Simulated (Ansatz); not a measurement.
Process, species as SMILES: F[B]F → B atom + 2 F atom
B3LYP-D3(BJ)/def2-TZVP geometries, fixed; electronic energies without zero-point terms.

Basis-set convergence of the atomisation energy at MP2 with Ansatz (a program for electronic structure). Cartesian d functions, on some or all atoms, in 6-31+G*; all else is spherical. Cores are frozen. Open shells are unrestricted. No added dispersion term, no relativity. Functions are those of the species that has most. Reference: Hartree-Fock in cc-pVQZ plus the correlation part extrapolated as X^-3 from cc-pVTZ and cc-pVQZ, 315.39 kcal/mol, itself unsure by roughly 1.18 kcal/mol (a third of the extrapolation step and of the last Hartree-Fock step). Deviations are taken from unrounded values.

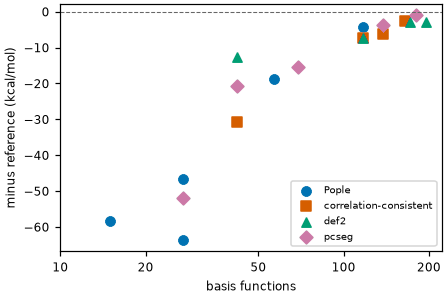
*Deviation from the reference against the number of basis functions, by family of sets.*

| basis | functions | atomisation energy (kcal/mol) | minus reference (kcal/mol) |
|---|---|---|---|
| STO-3G | 15 | 256.92 | -58.47 |
| 3-21G | 27 | 268.74 | -46.65 |
| 6-31G | 27 | 251.70 | -63.69 |
| pcseg-0 | 27 | 263.55 | -51.84 |
| cc-pVDZ | 42 | 284.79 | -30.60 |
| def2-SVP | 42 | 302.77 | -12.62 |
| pcseg-1 | 42 | 294.81 | -20.58 |
| 6-31+G* | 57 | 296.57 | -18.82 |
| aug-pcseg-1 | 69 | 300.09 | -15.30 |
| 6-311++G(3df,3pd) | 117 | 311.15 | -4.24 |
| def2-TZVPPD | 117 | 307.99 | -7.40 |
| jun-cc-pV(T+d)Z | 117 | 308.07 | -7.32 |
| aug-cc-pVTZ | 138 | 309.31 | -6.07 |
| aug-pcseg-2 | 138 | 311.75 | -3.64 |
| cc-pVQZ | 165 | 312.74 | -2.65 |
| def2-QZVPP | 171 | 312.40 | -2.99 |
| pcseg-3 | 180 | 314.40 | -0.99 |
| def2-QZVPPD | 195 | 312.43 | -2.96 |
